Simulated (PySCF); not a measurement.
Consider C3H4BNO2.

Input

```
{"job": {"kind": "uv", "xc": "wB97X-D", "basis": "def2-SVPD", "nstates": 8, "ntriplets": 3}, "charge": 0, "multiplicity": 1}
N     -2.170319     1.603218     1.139264
C     -1.204783     1.257991     0.636640
C      0.007236     0.787326    -0.010429
C     -0.280298    -0.437831    -0.933138
O      0.500799    -1.477054    -0.390840
B      1.173044    -1.014059     0.690279
O      0.930348     0.298959     0.946798
H      0.465477     1.625684    -0.553875
H      0.026205    -0.255295    -1.967367
H     -1.336163    -0.728113    -0.912231
H      1.893878    -1.658156     1.328935
```

Run with:

```sh
OMP_NUM_THREADS=1 python probes_run.py task.json out
```

Geometry: GFN2-xTB.

Level of theory: wB97X-D/def2-SVPD, SCF density, gas phase in PySCF.

### Predict the electron density and electron localisation function between the atoms.

B–O (1.35 Å): ρ is about 2.2 e/Å³ halfway; the ELF peaks at about 0.90 between the atoms: a short, strongly polar bond.
C–O (1.41 Å): ρ at the midpoint is about 2.1 e/Å³, with its minimum of 1.8 e/Å³ about 0.5 Å from C; the ELF peaks at about 0.90 between the atoms, as expected for a polar covalent bond.
C–C (1.56 Å): the density is about 1.6 e/Å³ at the midpoint; the ELF peaks at about 0.95 between the atoms: localised, covalent bonding.

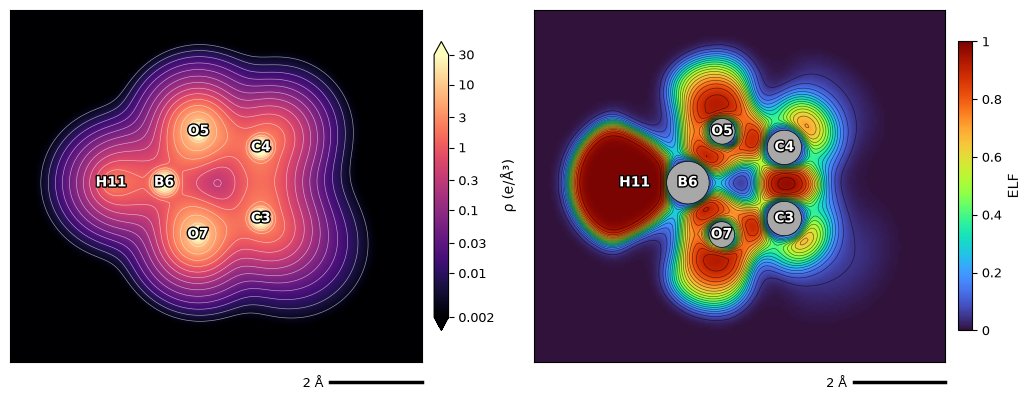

Computed electron density and electron localisation function on the plane of atoms C4, C3 and O7, in this order. Grey discs cover the atomic cores in the ELF map. 
